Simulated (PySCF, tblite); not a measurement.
**C5H7BF3 radical: geometry, infrared bands and EPR parameters**

Aim: predict the infrared bands and EPR parameters of C5H7BF3 radical (`CB/C=C\[CH]C(F)(F)F`).

Programs: tblite 0.8.0 and PySCF 2.14.0, with density-fitted response routines of our own. Each step states its level of theory. These are calculated values for one molecule in the gas phase, unless marked as measured. Atoms count from 0, in the outputs and in this text.

### 1 The starting structure

16 atoms, charge 0, multiplicity 2; geometry from: force field or distance geometry start.

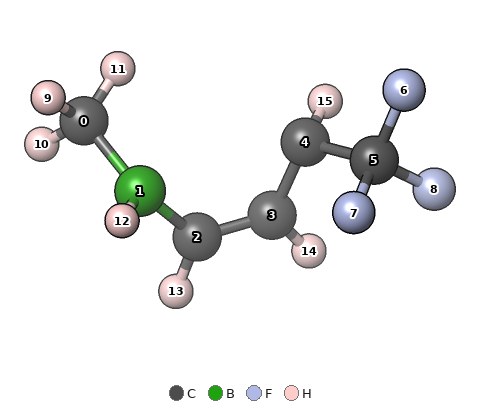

As it starts; carbon dark grey, boron green, fluorine light blue, hydrogen pink, atoms numbered.

### 2 Relaxing the molecule with GFN2-xTB

What the job is given:

```
{"job": {"kind": "relax", "xc": "GFN2-xTB", "basis": "xTB"}, "charge": 0, "multiplicity": 2}
C      2.560200     0.324700     0.729600
B      1.434900     0.488500    -0.400200
C      0.536000    -0.688900    -0.876100
C     -0.645200    -0.968400    -0.324900
C     -1.159400    -0.185600     0.842900
C     -2.467900     0.521000     0.530600
F     -2.920700     1.223800     1.654700
F     -2.354700     1.375000    -0.550500
F     -3.403400    -0.477900     0.317300
H      3.077900     1.305500     0.888100
H      3.324600    -0.388600     0.381400
H      2.136000     0.062000     1.725400
H      1.546000     1.414500    -1.102100
H      0.866500    -1.303900    -1.733200
H     -1.227300    -1.808000    -0.721500
H     -1.311200    -0.884800     1.697100
```

Launch:

```
> OMP_NUM_THREADS=1 python probes_run.py task.json out
```

One launch serves the whole session: the jobs run in the order shown.

What it wrote:

```text
step      E/eV     max force
  0    -804.49735    2.488
  1    -804.78684    1.435
  2    -804.97403    0.931
  3    -805.01022    0.684
  4    -805.05077    0.546
  5    -805.08198    0.427
  6    -805.10849    0.392
  7    -805.13279    0.322
  8    -805.15262    0.329
  9    -805.17038    0.291
 10    -805.18755    0.317
 11    -805.20380    0.304
 12    -805.21712    0.323
 13    -805.22690    0.311
 14    -805.23630    0.264
 15    -805.24812    0.329
 16    -805.26141    0.355
 17    -805.27583    0.396
 18    -805.28850    0.615
 19    -805.30291    0.597
 20    -805.32822    0.545
 21    -805.37538    1.118
 22    -805.39801    0.450
 23    -805.44004    0.467
 24    -805.49280    0.699
 25    -805.52576    0.565
 26    -805.55392    0.427
 27    -805.59851    0.446
 28    -805.61902    0.383
 29    -805.63977    0.405
 30    -805.65788    0.441
 31    -805.69277    0.505
 32    -805.72982    0.541
 33    -805.76855    0.490
 34    -805.79701    0.375
 35    -805.81859    0.428
 36    -805.84000    0.422
 37    -805.86343    0.370
 38    -805.88619    0.466
 39    -805.90564    0.311
 40    -805.92560    0.242
 41    -805.93485    0.274
 42    -805.94826    0.262
 43    -805.96008    0.314
 44    -805.97329    0.281
 45    -805.98484    0.347
 46    -805.99742    0.323
 47    -806.01022    0.285
 48    -806.02718    0.312
 49    -806.03909    0.225
 50    -806.04569    0.231
 51    -806.05009    0.171
 52    -806.05422    0.142
 53    -806.05785    0.164
 54    -806.06085    0.156
 55    -806.06364    0.152
 56    -806.06698    0.171
 57    -806.07051    0.127
 58    -806.07334    0.157
 59    -806.07557    0.162
 60    -806.07844    0.163
 61    -806.08281    0.200
 62    -806.08807    0.218
 63    -806.09139    0.217
 64    -806.09416    0.163
 65    -806.09522    0.104
 66    -806.09646    0.076
 67    -806.09732    0.066
 68    -806.09820    0.080
 69    -806.09882    0.083
 70    -806.09961    0.082
 71    -806.10041    0.061
 72    -806.10100    0.037
 73    -806.10132    0.037
 74    -806.10154    0.034
 75    -806.10174    0.035
 76    -806.10194    0.040
 77    -806.10213    0.044
 78    -806.10237    0.045
 79    -806.10274    0.048
 80    -806.10330    0.066
 81    -806.10413    0.072
 82    -806.10527    0.100
 83    -806.10682    0.121
 84    -806.10888    0.124
 85    -806.11142    0.112
 86    -806.11433    0.122
 87    -806.11763    0.148
 88    -806.12165    0.165
 89    -806.12644    0.198
 90    -806.13131    0.159
 91    -806.13521    0.166
 92    -806.13111    0.402
 93    -806.13928    0.233
 94    -806.14003    0.201
 95    -806.14324    0.104
 96    -806.14621    0.132
 97    -806.15000    0.175
 98    -806.15512    0.199
 99    -806.16099    0.181
100    -806.16644    0.200
101    -806.17054    0.172
102    -806.17299    0.130
103    -806.17552    0.143
104    -806.17809    0.152
105    -806.18131    0.141
106    -806.18449    0.113
107    -806.18684    0.130
108    -806.18926    0.116
109    -806.19130    0.108
110    -806.19307    0.093
111    -806.19461    0.080
112    -806.19568    0.058
113    -806.19628    0.054
114    -806.19698    0.050
115    -806.19743    0.052
116    -806.19786    0.057
117    -806.19838    0.081
118    -806.19907    0.061
119    -806.19975    0.050
120    -806.20014    0.040
121    -806.20039    0.036
122    -806.20069    0.037
123    -806.20107    0.038
124    -806.20145    0.044
125    -806.20183    0.054
126    -806.20224    0.057
127    -806.20276    0.057
128    -806.20347    0.062
129    -806.20428    0.074
130    -806.20501    0.072
131    -806.20556    0.051
132    -806.20601    0.062
133    -806.20649    0.060
134    -806.20702    0.042
135    -806.20748    0.044
136    -806.20778    0.033
137    -806.20793    0.029
138    -806.20802    0.017
139    -806.20806    0.010
```

Run time: 0.7 s. Hardware: 1 thread of Arm Neoverse V2, shared host.

Relaxation path: (not every step is listed)

| step | energy from step 0 (eV) | largest force (eV/Å) |
| --- | --- | --- |
| 0 | 0.0000 | 2.4883 |
| 1 | -0.2895 | 1.4348 |
| 2 | -0.4767 | 0.9314 |
| 3 | -0.5129 | 0.6835 |
| 4 | -0.5534 | 0.5459 |
| 5 | -0.5846 | 0.4269 |
| 6 | -0.6111 | 0.3916 |
| 7 | -0.6354 | 0.3215 |
| 8 | -0.6553 | 0.3289 |
| 20 | -0.8309 | 0.5450 |
| 32 | -1.2325 | 0.5408 |
| 44 | -1.4759 | 0.2811 |
| 56 | -1.5696 | 0.1710 |
| 68 | -1.6009 | 0.0801 |
| 80 | -1.6060 | 0.0656 |
| 92 | -1.6338 | 0.4022 |
| 104 | -1.6807 | 0.1522 |
| 116 | -1.7005 | 0.0568 |
| 128 | -1.7061 | 0.0625 |
| 134 | -1.7097 | 0.0416 |
| 135 | -1.7101 | 0.0435 |
| 136 | -1.7104 | 0.0328 |
| 137 | -1.7106 | 0.0290 |
| 138 | -1.7107 | 0.0173 |
| 139 | -1.7107 | 0.0099 |

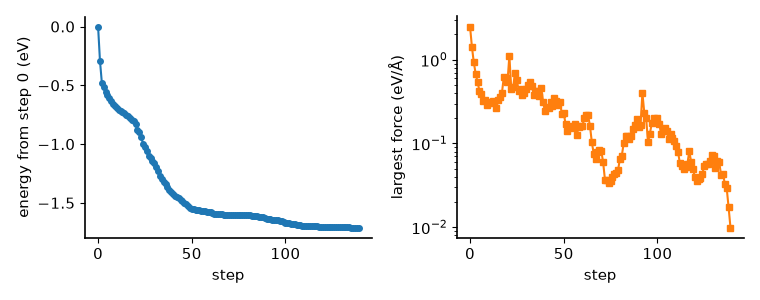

Energy and largest force along the relaxation.

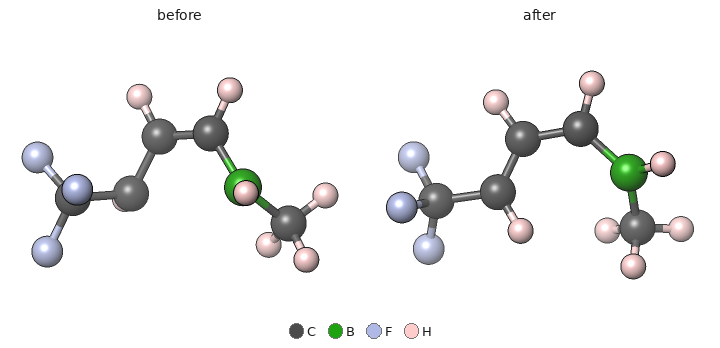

The geometry before (left) and after (right).

Distances of close pairs at the start and the end, largest changes first:

| bond | before (Å) | after (Å) | change (Å) |
| --- | --- | --- | --- |
| C3–C4 | 1.497 | 1.364 | -0.133 |
| C2–C3 | 1.333 | 1.397 | +0.064 |
| C5–F6 | 1.401 | 1.346 | -0.055 |
| C5–F8 | 1.385 | 1.342 | -0.043 |
| C4–H15 | 1.114 | 1.076 | -0.038 |
| C4–C5 | 1.520 | 1.485 | -0.035 |
| C0–H9 | 1.120 | 1.090 | -0.030 |
| B1–C2 | 1.556 | 1.526 | -0.030 |

The final coordinates are the input of the step that follows.

### 3 Harmonic vibrations with GFN2-xTB

What the job is given:

```
{"job": {"kind": "ir", "xc": "GFN2-xTB", "basis": "xTB"}, "charge": 0, "multiplicity": 2}
C      2.199164     0.243232     0.931113
B      1.879153     0.063584    -0.602761
C      0.646176    -0.675388    -1.114056
C     -0.660702    -0.635459    -0.621998
C     -1.098540     0.240906     0.327712
C     -2.498307     0.246347     0.823181
F     -2.565446     0.482960     2.146815
F     -3.248888     1.214141     0.244493
F     -3.154178    -0.903757     0.606317
H      2.220006     1.305519     1.174879
H      3.194711    -0.127598     1.169375
H      1.493194    -0.245144     1.596767
H      2.653541     0.470674    -1.385579
H      0.785387    -1.345221    -1.955886
H     -1.387219    -1.330377    -1.028063
H     -0.465650     1.004525     0.746214
```

What it wrote:

```text
mode    cm-1     km/mol
  1      11.2      0.06
  2      68.7      1.84
  3      91.4      3.20
  4     121.2      4.74
  5     152.4      2.11
  6     175.9      0.70
  7     237.5      5.84
  8     341.5     13.43
  9     370.5     13.26
 10     371.4      3.06
 11     480.9     18.98
 12     494.8      9.10
 13     511.1      6.20
 14     602.7      3.52
 15     648.9     35.38
 16     706.3     37.96
 17     727.3     12.96
 18     780.8     18.64
 19     829.4     92.38
 20     855.3     79.70
 21     901.4      9.39
 22     961.5      6.78
 23     993.3    334.15
 24    1003.5     25.73
 25    1040.5    270.86
 26    1112.2     26.91
 27    1165.6    132.49
 28    1179.7    157.22
 29    1247.5    127.15
 30    1300.5     20.83
 31    1354.8     14.80
 32    1379.4      5.06
 33    1472.7     15.38
 34    1489.4      5.35
 35    1508.3     21.88
 36    2599.5     99.92
 37    2996.3     15.82
 38    3023.3     14.23
 39    3029.2     11.92
 40    3044.8     23.24
 41    3048.2     23.50
 42    3132.8      9.65
```

Run time: 0.39 s. Hardware: 1 thread of Arm Neoverse V2, shared host.

The strongest bands and the atoms that carry them (share of the mass-weighted mode):

| cm⁻¹ | km/mol | atoms |
| --- | --- | --- |
| 829 | 92.4 | H10 20 %, B1 20 %, H12 11 %, C0 11 % |
| 855 | 79.7 | C4 26 %, F8 22 %, F7 11 % |
| 993 | 334.1 | C5 72 %, F7 16 % |
| 1040 | 270.9 | C5 65 %, F6 17 % |
| 1166 | 132.5 | B1 35 %, H13 29 % |
| 1180 | 157.2 | C5 45 %, H15 40 % |
| 1248 | 127.2 | H13 23 %, H15 21 %, C5 19 %, C4 17 % |
| 2600 | 99.9 | H12 92 % |

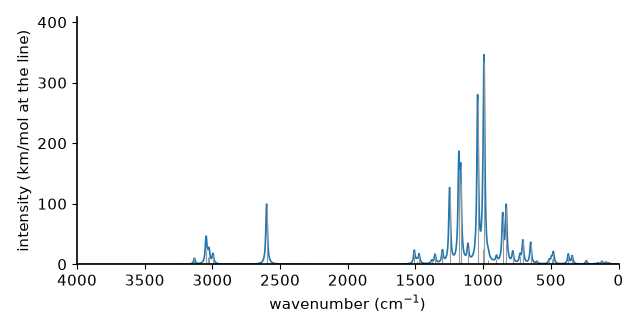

The infrared spectrum from these modes, unscaled. Lines are broadened to a width of 14 cm⁻¹ (Lorentzian).

### 4 g tensor and hyperfine couplings: B3LYP/pcH-1

The job, as its differences from that of step 3:

```diff
@@ -1,2 +1,2 @@
-{"job": {"kind": "ir", "xc": "GFN2-xTB", "basis": "xTB"}, "charge": 0, "multiplicity": 2}
+{"job": {"kind": "epr", "basis": "pcH-1"}, "charge": 0, "multiplicity": 2}
 C      2.199164     0.243232     0.931113
```

With the program's defaults for keys left out, this is: UKS B3LYP, pcH-1 on B C F H, non-relativistic, mean-field spin-orbit, GIAO.

What it wrote:

```text
UKS, coarse grid
  cycle   1  E = -518.92793771  |g| = 7.15e-01
  cycle   2  E = -518.67760216  |g| = 1.15e+00
  cycle   3  E = -519.10726269  |g| = 1.01e-01
  cycle   4  E = -519.11068239  |g| = 6.29e-02
  cycle   5  E = -519.11277488  |g| = 1.60e-02
  cycle   6  E = -519.11293706  |g| = 5.58e-03
  cycle   7  E = -519.11297847  |g| = 2.37e-03
  cycle   8  E = -519.11298781  |g| = 1.04e-03
  cycle   9  E = -519.11298807  |g| = 4.38e-04
UKS, final grid
  cycle   1  E = -519.11296271  |g| = 6.86e-04
  cycle   2  E = -519.11296251  |g| = 1.10e-03
  cycle   3  E = -519.11296287  |g| = 5.46e-05
  cycle   4  E = -519.11296288  |g| = 3.90e-05
  cycle   5  E = -519.11296288  |g| = 2.14e-05
E = -519.11296288 Eh   <S^2> = 0.7736 (exact 0.7500)
g shifts (ppm)      1          2          3
  rmc          -147       -147       -147
  gc             23         31         41
  oz_so          52        212        535
  total         -72         96        429
hyperfine (MHz)  atom isotope    a_iso     a_fc   dipolar eigenvalues
    0   13C       7.99       7.99     -2.56     -1.31      3.87
    1   11B     -14.78     -14.78     -7.29     -2.00      9.30
    2   13C      42.67      42.67    -47.50    -45.93     93.42
    3   13C     -39.52     -39.52    -27.61     11.19     16.43
    4   13C      48.06      48.06    -45.24    -43.53     88.77
    5   13C     -23.32     -23.32     -1.67      0.74      0.93
    6   19F      36.65      36.65    -24.83    -23.00     47.83
    7   19F      83.52      83.52    -45.48    -42.94     88.42
    8   19F      10.96      10.96    -13.25    -10.59     23.84
    9    1H      22.47      22.47     -1.83     -0.77      2.60
   10    1H       5.20       5.20     -2.23     -1.92      4.15
   11    1H      -1.25      -1.25     -2.68     -0.63      3.31
   12    1H      28.39      28.39     -5.21     -2.09      7.30
   13    1H     -30.83     -30.83    -22.69     -1.62     24.32
   14    1H      15.36      15.36     -4.77     -1.42      6.19
   15    1H     -34.92     -34.92    -17.46     -2.74     20.19
```

It took 79 s on 1 thread of Arm Neoverse V2, shared host; peak memory 1.1 GiB.

Principal g values 2.00225, 2.00241, 2.00275; g(iso) = 2.00247, against 2.00232 for a free electron.

Mean a(iso) over the nuclei that a row names, and the largest dipolar term of the row (other rows stand at the frozen geometry):

| nuclei | isotope | a(iso) (MHz) | a(iso) (G, at g = 2.0023) | largest dipolar term (MHz) |
| --- | --- | --- | --- | --- |
| C4 | 13C | 48.1 | 17.1 | 88.8 |
| F6, F7, F8 | 19F | 43.7 | 15.6 | 88.4 |
| C2 | 13C | 42.7 | 15.2 | 93.4 |
| C3 | 13C | -39.5 | -14.1 | -27.6 |
| H15 | 1H | -34.9 | -12.5 | 20.2 |
| H13 | 1H | -30.8 | -11.0 | 24.3 |
| H12 | 1H | 28.4 | 10.1 | 7.3 |
| C5 | 13C | -23.3 | -8.3 | -1.7 |
| H14 | 1H | 15.4 | 5.5 | 6.2 |
| B1 | 11B | -14.8 | -5.3 | 9.3 |
| H9, H10, H11 | 1H | 8.8 | 3.1 | 4.2 |
| C0 | 13C | 8.0 | 2.9 | 3.9 |

Mulliken spin populations:

C0 0.01; B1 0.06; C2 0.64; C3 -0.25; C4 0.55; C5 -0.02; F6 0.01; F7 0.02; F8 0.00; H9 0.01; H10 0.00; H11 0.00; H12 0.01; H13 -0.03; H14 0.01; H15 -0.02

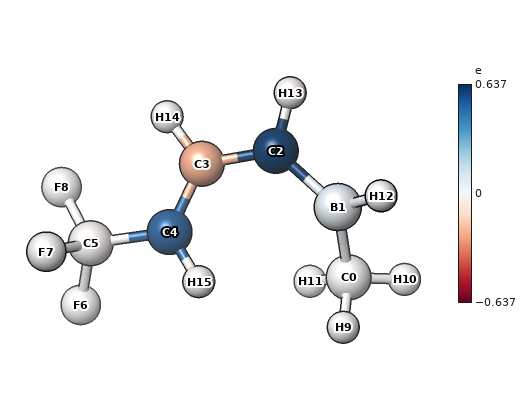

Mulliken spin populations, as colours on the atoms.

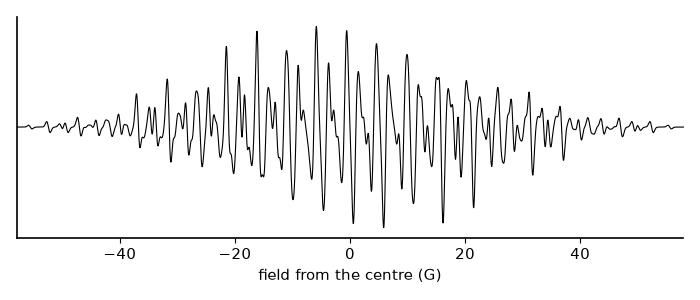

First-order isotropic spectrum (first derivative, main isotopes with spin only, couplings over 0.8 MHz, Gaussian width 0.3 G; couplings of the frozen geometry, rotation of groups not averaged beyond the rows shown).

The fields below are evaluated on a grid from the run's orbitals.

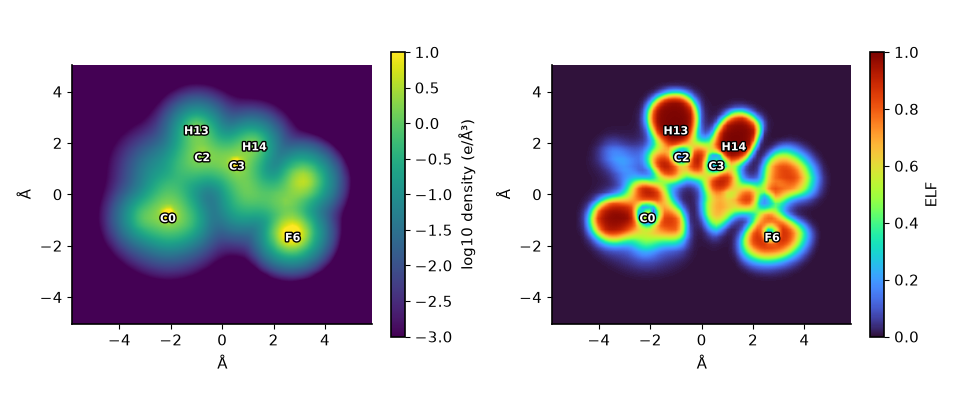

Density (left) and ELF (right) in a plane through or near 6 of the atoms.

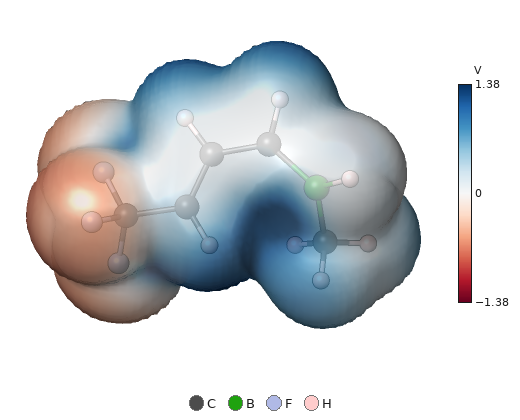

The potential that a unit positive charge feels on the 0.002 e/bohr³ surface, from -0.67 V near F7 to 1.38 V near H15.

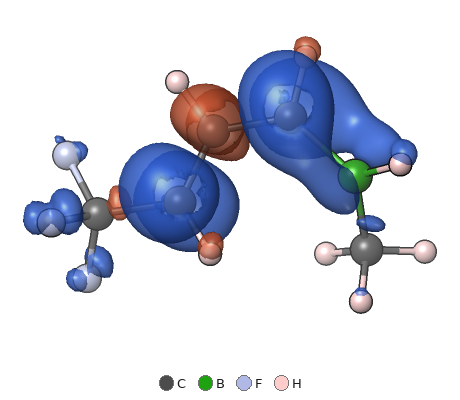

Spin density at ±0.02 e/Å³ (alpha excess blue, beta excess red).

### 5 Results

| quantity | value |
| --- | --- |
| strongest single infrared mode (GFN2-xTB) | 993 cm⁻¹, 334 km/mol |
| zero-point energy (GFN2-xTB) | 68.0 kcal/mol |
| g(iso) (B3LYP) | 2.00247 |
| ⟨S²⟩ | 0.774 (exact 0.75) |
| largest a(iso) (averaged by class) | 13C on C4, 48.1 MHz |
| potential on the surface of density 0.002 e/bohr³, 1st and 99th percentile | -0.67 V and 1.38 V |

Relaxing lowered the energy by 1.711 eV in 139 steps; the close pair that moved most is C3–C4, from 1.497 to 1.364 Å. All 42 modes are real, so the xTB geometry is a minimum. The strongest single mode, at 993 cm⁻¹, moves mainly C5. Unscaled tight-binding wavenumbers are off by several per cent, some by more. Its intensities can rank the bands wrongly. The largest spin populations lie on C2 (0.64 e), C4 (0.55 e). The isotropic g lies 0.2 ppt above the free-electron value. These values are for one conformer; the search (at its own cheap level) found 2 more, at 0.47, 1.76 kcal/mol, and measured spectra average over such forms.
